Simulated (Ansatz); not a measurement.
# K+ with BF3: superposition error and deformation, part 2 of 2

Ansatz 0.2.0, Gaussian basis.

## (11) B3LYP-D4/def2-TZVPPD

free-b/in.yaml reads:

```yaml
crystal:
  periodic: [false, false, false]
  atoms:
    - {symbol: F, position_ang: [0.632784, -0.333817, 1.701146]}
    - {symbol: B, position_ang: [-0.185128, 0.095561, 0.770741]}
    - {symbol: F, position_ang: [0.120284, -0.062476, -0.494464]}
    - {symbol: F, position_ang: [-1.308453, 0.682971, 1.105538]}
basis:
  gaussian: {orbitals: "def2-TZVPPD.json"}
hamiltonian: {xc: {name: B3LYP}, dispersion: d4}
```

Launch:

```console
$ ansatz run in.yaml --threads 4 --pin off --events-out ev --progress --plain --max-ram 9574MiB
```

The program printed:

```text
Functional definition: B3LYP
  name "B3LYP"
  cite "Stephens, Devlin, Chabalowski & Frisch, J. Phys. Chem. 98, 11623 (1994) doi:10.1021/j100096a001"
  cite "Becke, Phys. Rev. A 38, 3098 (1988) doi:10.1103/PhysRevA.38.3098"
  cite "Lee, Yang & Parr, Phys. Rev. B 37, 785 (1988) doi:10.1103/PhysRevB.37.785"
  cite "Vosko, Wilk & Nusair, Can. J. Phys. 58, 1200 (1980) doi:10.1139/p80-159"
  parameter a0 = 0.2
  parameter ax = 0.72
  parameter ac = 0.81
  exchange = (1 - a0 - ax)*slater_x + ax*b88_x + a0*exact_x
  correlation = (1 - ac)*vwn_rpa_c + ac*lyp_c
756 factors; their error is unknown
mean field evaluation 1: about -8832.8324 eV, gradient 5.0e1 eV
mean field evaluation 2: about -8829.1528 eV, gradient 7.4e1 eV
mean field evaluation 4: about -8835.9290 eV, gradient 5.1e-1 eV
mean field evaluation 8: about -8835.9516 eV, gradient 2.2e-3 eV
mean field -8835.95160105 eV, -324.7152321154 hartree, gradient 8.7e-5 eV, S^2 0.000000; 0 other end points of the search recorded, 0 dependent functions left out
reference -8835.95184263 eV, -324.7152409933 hartree; 16, 16 occupied and 141, 141 virtual orbitals, 756 factors
Total energy: -8836.01739442 eV, -324.7176499771 hartree
```

Run time: 0.95 s. Hardware: 4 threads of Arm Neoverse V1, shared host.

## (12) wB97X-V/def2-TZVPPD

Changes to free-b/in.yaml since step 11:

```diff
@@ -9,2 +9,2 @@
   gaussian: {orbitals: "def2-TZVPPD.json"}
-hamiltonian: {xc: {name: B3LYP}, dispersion: d4}
+hamiltonian: {xc: {name: wB97X-V}}
```

Launch:

```console
$ ansatz run in.yaml --threads 4 --pin off --events-out ev --progress --plain --max-ram 9574MiB
```

The program printed, cut to the lines that bear on the results:

```text
[... 5 set-up lines as earlier in the session ...]
[...]
      + integral(e_c_pw_opposite_spin*poly(b97_u_opposite, cos0, cos1)) + vv10(b, c)
756 factors; their error is unknown
217 factors; integrals over basis functions are off by at most 2.6e-5 eV
[...]
mean field -8832.84742559 eV, -324.6011557714 hartree, gradient 2.7e-5 eV, S^2 0.000000; 0 other end points of the search recorded, 0 dependent functions left out
reference -8832.84742293 eV, -324.6011556736 hartree; 16, 16 occupied and 141, 141 virtual orbitals, 756 factors
Total energy: -8832.84742293 eV, -324.6011556736 hartree
```

Wall time 2.4 s (4 threads of Arm Neoverse V1, shared host).

## (13) wB97M-V/def2-TZVPPD

Changes to free-b/in.yaml since step 12:

```diff
@@ -9,2 +9,2 @@
   gaussian: {orbitals: "def2-TZVPPD.json"}
-hamiltonian: {xc: {name: wB97X-V}}
+hamiltonian: {xc: {name: wB97M-V}}
```

Launch:

```console
$ ansatz run in.yaml --threads 4 --pin off --events-out ev --progress --plain --max-ram 9574MiB
```

The program printed, cut to the lines that bear on the results:

```text
[... 5 set-up lines as earlier in the session ...]
  # Of w^i u^j: cxij and so on, Table III.
[...]
  gx(w, u) = 1 - cx + cx01*u + cx10*w
  gss(w, u) = css00 + css04*u^4 + css10*w + css20*w^2 + css43*w^4*u^3
  gos(w, u) = cos00 + cos10*w + (cos20 + cos21*u)*w^2 + (cos60 + cos61*u)*w^6
[...]
      + integral(e_c_pw_mod_opposite_spin*gos(b97_w_opposite, b97_u_opposite)) + vv10(b, c)
756 factors; their error is unknown
217 factors; integrals over basis functions are off by at most 2.6e-5 eV
[...]
mean field -8833.78884076 eV, -324.6357521407 hartree, gradient 2.9e-5 eV, S^2 0.000000; 0 other end points of the search recorded, 0 dependent functions left out
reference -8833.78890665 eV, -324.6357545623 hartree; 16, 16 occupied and 141, 141 virtual orbitals, 756 factors
Total energy: -8833.78890665 eV, -324.6357545623 hartree
```

Run time: 2.7 s. Hardware: 4 threads of Arm Neoverse V1, shared host.

## (14) B2PLYP/def2-TZVPPD

Changes to free-b/in.yaml since step 13:

```diff
@@ -9,2 +9,2 @@
   gaussian: {orbitals: "def2-TZVPPD.json"}
-hamiltonian: {xc: {name: wB97M-V}}
+hamiltonian: {xc: {name: B2PLYP}}
```

Launch:

```console
$ ansatz run in.yaml --threads 4 --pin off --events-out ev --progress --plain --max-ram 9574MiB
```

The program printed, cut to the lines that bear on the results:

```text
[... 5 set-up lines as earlier in the session ...]
[...]
1012 factors; integrals over basis functions are off by at most 1.9e-3 eV
[...]
mean field -8823.86697176 eV, -324.2711301803 hartree, gradient 3.8e-6 eV, S^2 0.000000; 0 other end points of the search recorded, 0 dependent functions left out
4 core orbitals not correlated: weight in the atoms' cores, before any rotation towards them, 1.000 or more for the frozen orbitals, at most 0.000 for the correlated occupied ones
reference -8823.86711626 eV, -324.2711354907 hartree; 12, 12 occupied and 141, 141 virtual orbitals, 1012 factors
second order -26.90260033 eV of doubles, -0.00000000 eV of singles
Total energy: -8831.13081835 eV, -324.5380716190 hartree
```

It took 1.5 s on 4 threads of Arm Neoverse V1, shared host.

## (15) BLYP-D4/def2-TZVPPD

Changes to free-b/in.yaml since step 14:

```diff
@@ -9,2 +9,2 @@
   gaussian: {orbitals: "def2-TZVPPD.json"}
-hamiltonian: {xc: {name: B2PLYP}}
+hamiltonian: {xc: {name: BLYP}, dispersion: d4}
```

Launch:

```console
$ ansatz run in.yaml --threads 4 --pin off --events-out ev --progress --plain --max-ram 9574MiB
```

The program printed, cut to the lines that bear on the results:

```text
Functional definition: BLYP
  name "BLYP"
[... 2 set-up lines as earlier in the session ...]
  parameter beta = 0.0042
  parameter a = 0.04918
  parameter b = 0.132
  parameter c = 0.2533
  parameter d = 0.349
  exchange = b88_x(beta = beta)
  correlation = lyp_c(a = a, b = b, c = c, d = d)
756 factors; their error is unknown
mean field evaluation 1: about -8831.2850 eV, gradient 5.5e1 eV
mean field evaluation 2: about -8822.0737 eV, gradient 1.0e2 eV
mean field evaluation 4: about -8835.0474 eV, gradient 1.0e0 eV
mean field evaluation 8: about -8835.0488 eV, gradient 1.1e-1 eV
mean field -8835.04883350 eV, -324.6820560199 hartree, gradient 3.0e-5 eV, S^2 0.000000; 0 other end points of the search recorded, 0 dependent functions left out
reference -8835.04915970 eV, -324.6820680076 hartree; 16, 16 occupied and 141, 141 virtual orbitals, 756 factors
Total energy: -8835.14456923 eV, -324.6855742430 hartree
```

Wall time 0.8 s (4 threads of Arm Neoverse V1, shared host).

## (16) revPBE-D4/def2-TZVPPD

Changes to free-b/in.yaml since step 15:

```diff
@@ -9,2 +9,2 @@
   gaussian: {orbitals: "def2-TZVPPD.json"}
-hamiltonian: {xc: {name: BLYP}, dispersion: d4}
+hamiltonian: {xc: {name: revPBE}, dispersion: d4}
```

Launch:

```console
$ ansatz run in.yaml --threads 4 --pin off --events-out ev --progress --plain --max-ram 9574MiB
```

The program printed, cut to the lines that bear on the results:

```text
Functional definition: revPBE
  name "revPBE"
  cite "Zhang & Yang, Phys. Rev. Lett. 80, 890 (1998) doi:10.1103/PhysRevLett.80.890"
[... 1 set-up line as earlier in the session ...]
  parameter kappa = 1.245
[... 3 set-up lines as earlier in the session ...]
756 factors; their error is unknown
mean field evaluation 1: about -8829.4772 eV, gradient 5.0e1 eV
mean field evaluation 2: about -8822.8614 eV, gradient 8.7e1 eV
mean field evaluation 4: about -8832.6290 eV, gradient 7.4e-1 eV
mean field evaluation 8: about -8832.6286 eV, gradient 1.0e-1 eV
mean field -8832.62863304 eV, -324.5931152934 hartree, gradient 2.4e-5 eV, S^2 0.000000; 0 other end points of the search recorded, 0 dependent functions left out
reference -8832.62870222 eV, -324.5931178356 hartree; 16, 16 occupied and 141, 141 virtual orbitals, 756 factors
Total energy: -8832.78683323 eV, -324.5989290431 hartree
```

Wall time 0.65 s (4 threads of Arm Neoverse V1, shared host).

## (17) B97M-V/def2-TZVPPD

Changes to free-b/in.yaml since step 16:

```diff
@@ -9,2 +9,2 @@
   gaussian: {orbitals: "def2-TZVPPD.json"}
-hamiltonian: {xc: {name: revPBE}, dispersion: d4}
+hamiltonian: {xc: {name: B97M-V}}
```

Launch:

```console
$ ansatz run in.yaml --threads 4 --pin off --events-out ev --progress --plain --max-ram 9574MiB
```

The program printed, cut to the lines that bear on the results:

```text
[... 5 set-up lines as earlier in the session ...]
  # Of w^i u^j: cxij and so on, Table III.
[...]
  gx(w, u) = cx00 + cx01*u + cx02*u^2 + (cx10 + cx11*u)*w
  gss(w, u) = css00 + css02*u^2 + css10*w + (css32*w^3 + css42*w^4)*u^2
  gos(w, u) = cos00 + cos01*u + cos03*u^3 + cos10*w + cos32*w^3*u^2
[...]
      + integral(e_c_pw_mod_opposite_spin*gos(b97_w_opposite, b97_u_opposite)) + vv10(b, c)
756 factors; their error is unknown
[...]
mean field -8833.20374983 eV, -324.6142504455 hartree, gradient 2.0e-5 eV, S^2 0.000000; 0 other end points of the search recorded, 0 dependent functions left out
reference -8833.20382661 eV, -324.6142532674 hartree; 16, 16 occupied and 141, 141 virtual orbitals, 756 factors
Total energy: -8833.20382661 eV, -324.6142532674 hartree
```

Wall time 2.2 s (4 threads of Arm Neoverse V1, shared host).

## (18) HSE06-D4/def2-TZVPPD

Changes to free-b/in.yaml since step 17:

```diff
@@ -9,2 +9,2 @@
   gaussian: {orbitals: "def2-TZVPPD.json"}
-hamiltonian: {xc: {name: B97M-V}}
+hamiltonian: {xc: hse06, dispersion: d4}
```

Launch:

```console
$ ansatz run in.yaml --threads 4 --pin off --events-out ev --progress --plain --max-ram 9574MiB
```

The program printed, cut to the lines that bear on the results:

```text
Functional definition: HSE06
  name "HSE06"
  cite "Heyd, Scuseria & Ernzerhof, J. Chem. Phys. 118, 8207 (2003) doi:10.1063/1.1564060"
  cite "Krukau, Vydrov, Izmaylov & Scuseria, J. Chem. Phys. 125, 224106 (2006) doi:10.1063/1.2404663"
  cite "Heyd & Scuseria, J. Chem. Phys. 120, 7274 (2004) doi:10.1063/1.1668634"
  cite "Ernzerhof & Perdew, J. Chem. Phys. 109, 3313 (1998) doi:10.1063/1.476928"
[... 2 set-up lines as earlier in the session ...]
[...]
  # The whole range is PBE's own exchange, as in plane waves. The composition of these papers is wPBEh.
[...]
756 factors; their error is unknown
53 factors; integrals over basis functions are off by at most 9.4e-6 eV
[...]
mean field -8826.76095177 eV, -324.3774819840 hartree, gradient 5.8e-5 eV, S^2 0.000000; 0 other end points of the search recorded, 0 dependent functions left out
reference -8826.76100532 eV, -324.3774839522 hartree; 16, 16 occupied and 141, 141 virtual orbitals, 756 factors
Total energy: -8826.79110833 eV, -324.3785902172 hartree
```

Run time: 0.9 s. Hardware: 4 threads of Arm Neoverse V1, shared host.

## (19) CCSD(T)/def2-TZVPPD

Changes to free-b/in.yaml since step 18:

```diff
@@ -9,2 +9,2 @@
   gaussian: {orbitals: "def2-TZVPPD.json"}
-hamiltonian: {xc: hse06, dispersion: d4}
+correlation: {method: ccsd_t}
```

Launch:

```console
$ ansatz run in.yaml --threads 4 --pin off --events-out ev --progress --plain --max-ram 9574MiB
```

The program printed, cut to the lines that bear on the results:

```text
[... 4 set-up lines as earlier in the session ...]
[...]
1012 factors; integrals over basis functions are off by at most 1.9e-3 eV
[...]
mean field -8798.65261269 eV, -323.3445195753 hartree, gradient 9.2e-7 eV, S^2 0.000000; 0 other end points of the search recorded, 0 dependent functions left out
4 core orbitals not correlated: weight in the atoms' cores, before any rotation towards them, 1.000 or more for the frozen orbitals, at most 0.000 for the correlated occupied ones
reference -8798.65261269 eV, -323.3445195753 hartree; 12, 12 occupied and 141, 141 virtual orbitals, 1012 factors
second order -22.80214987 eV of doubles, -0.00000000 eV of singles
cycle   1  -22.36656857 eV  change    4.4e-1 eV  update   9.0e-2
[...]
cycle   9  -22.84727146 eV  change   -1.9e-6 eV  update   5.1e-6
perturbative correction -0.66415245 eV, -0.0244071525 hartree
Total energy: -8822.16403660 eV, -324.2085484676 hartree
```

It took 4 s on 4 threads of Arm Neoverse V1, shared host; peak memory 0.77 GiB.

## (20) The split

```tsv
method	interaction with counterpoise (meV)	without	superposition error	deformation	binding energy
PBE-D4	-329	-339	9	37	-292
revPBE-D4	-314	-323	8	36	-278
BLYP-D4	-342	-353	11	36	-305
r2SCAN-D4	-320	-326	6	42	-278
B97M-V	-323	-328	5	43	-280
PBE0-D4	-329	-336	7	43	-287
B3LYP-D4	-348	-356	9	41	-307
HSE06-D4	-329	-336	7	43	-287
wB97X-V	-321	-328	7	41	-279
wB97M-V	-320	-326	6	41	-279
B2PLYP	-310	-327	16	42	-269
Hartree-Fock	-291	-295	3	50	-241
MP2	-306	-345	39	42	-264
CCSD	-306	-347	41	44	-262
CCSD(T)	-307	-350	43	43	-264
```

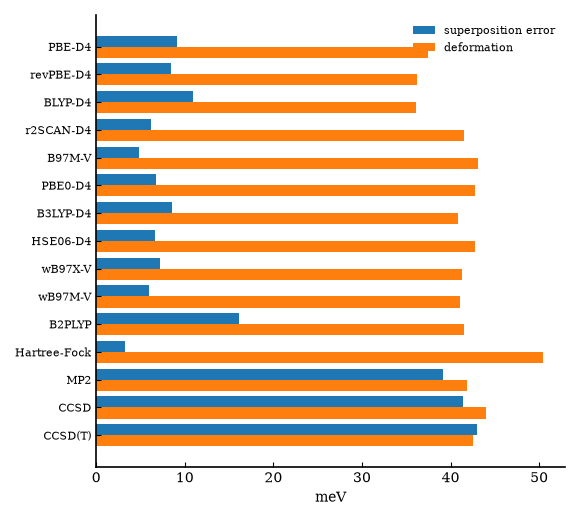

Superposition error and deformation energy by method.

## (21) Summary of results

The summary covers parts 1 to 2.

```
            quantity     value
interaction, CCSD(T)  -307 meV
 superposition error    43 meV
         deformation    43 meV
      binding energy  -264 meV
```

**Reading.** In this basis the superposition error is 43 meV for CCSD(T) and 8 meV on average for the plain functionals: correlated methods borrow far more, since they need many more functions to converge. Deformation takes back 14 % of the interaction.
